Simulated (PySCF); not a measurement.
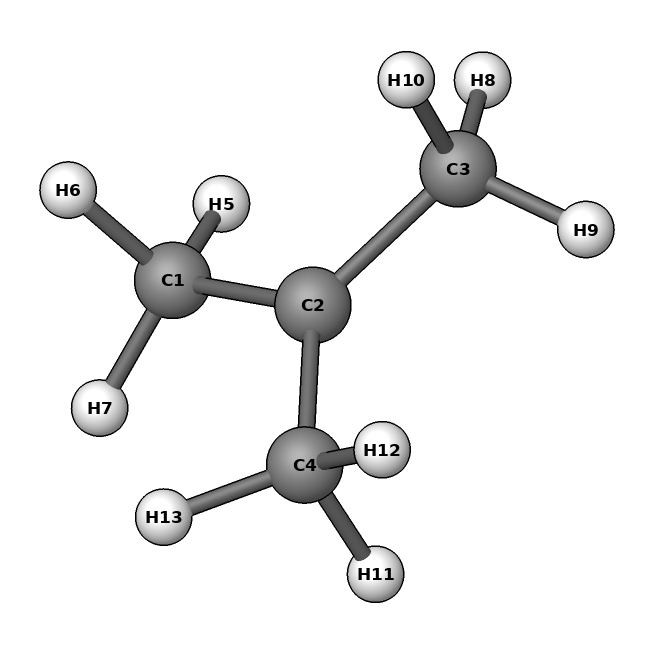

The questions are on IAO charges. Charge +1, singlet. The computed structure is the end point of a PBE0-D3(BJ)/def2-SVP optimisation. No frequency run is at hand to confirm it as a minimum. Level of theory: PBE0/pcSseg-1, gas phase (PySCF 2.14.0).

List the IAO charges.

```tsv
atom	value (e)
C1	−0.43
C2	0.36
C3	−0.43
C4	−0.43
H5	0.20
H6	0.24
H7	0.20
H8	0.20
H9	0.21
H10	0.24
H11	0.24
H12	0.20
H13	0.21
```
